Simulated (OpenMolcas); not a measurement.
# Predicting a hybrid from its neighbours: C2H3ClNSi

C2H3ClNSi: 8 atoms, total charge 0, spin state doublet. As SMILES, `C[Si](Cl)C#N`. Geometry: relaxed at PBE0-D4/def2-TZVP.

The dipole moment y, in D, basis def2-SVP; a is the functional's share of exact exchange. Programs: OpenMolcas 26.06.

```
functional     program     a  y (D)
  U-revPBE  OpenMolcas     0   3.55
      UPBE  OpenMolcas     0   3.57
    UB3LYP  OpenMolcas   0.2   3.61
     UPBE0  OpenMolcas  0.25      ?
    UBHLYP  OpenMolcas   0.5   3.70
```

Fit y = c + s·a to the known rows and predict UPBE0.


1. Means of the 4 rows: a = 0.1750, y = 3.607.
2. Σ(Δa)² = 0.1675, Σ(Δa·Δy) = 0.04675, so the slope is 0.04675/0.1675 = 0.2791.
3. Intercept: 3.607 − (0.2791) × 0.1750 = 3.558. The largest residual of the fit is 0.011.
4. UPBE0: 3.558 + (0.2791) × 0.25 = 3.63 D.

The run gave 3.66 D, so the prediction is off by -0.03 D, more than the largest residual. More exact exchange makes the molecule more polar here. The rows mix families of semi-local functionals, which the line can't see.

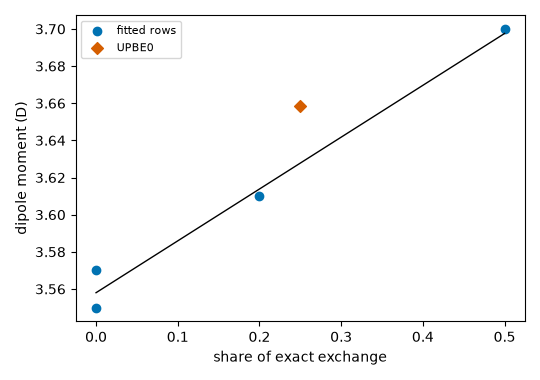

The fitted line, with the withheld row.
